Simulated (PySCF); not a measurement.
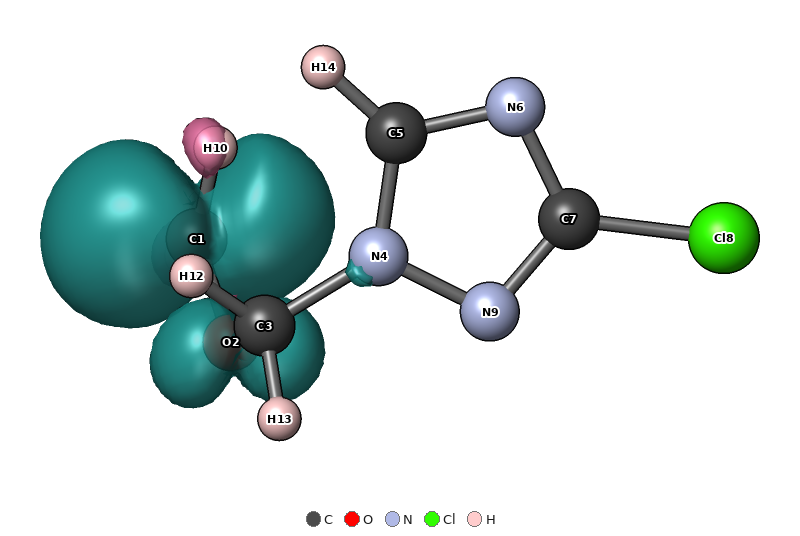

C4H5ClN3O (doublet). Isosurfaces of the spin density (α minus β) at +0.02 (teal) and −0.02 e/Å³ (pink), seen at a tilt.

Geometry: GFN2-xTB.

The calculation used UKS B3LYP, pcH-1 on C Cl H N O, non-relativistic, mean-field spin-orbit, GIAO (PySCF 2.14.0, density-fitted response routines).

```xyz
14

C    -2.1217    0.7916    0.6225
O    -1.7540    0.5668   -0.6729
C    -0.9270   -0.5253   -0.9195
N     0.3946   -0.3529   -0.3704
C     0.8939   -0.7403    0.8212
N     2.1150   -0.2964    0.9700
C     2.3366    0.3857   -0.1761
Cl    3.7843    1.1686   -0.5021
N     1.3227    0.3756   -1.0112
H    -1.6058    0.2968    1.4246
H    -2.6237    1.7258    0.7667
H    -1.3471   -1.4507   -0.4958
H    -0.8353   -0.5979   -2.0073
H     0.3669   -1.3479    1.5280
```

Q: Describe the spin distribution.

A: The unpaired spin (1 electron) lies mostly on C1 (about 0.7) and O2 (about 0.2), in electrons by Hirshfeld's partition.
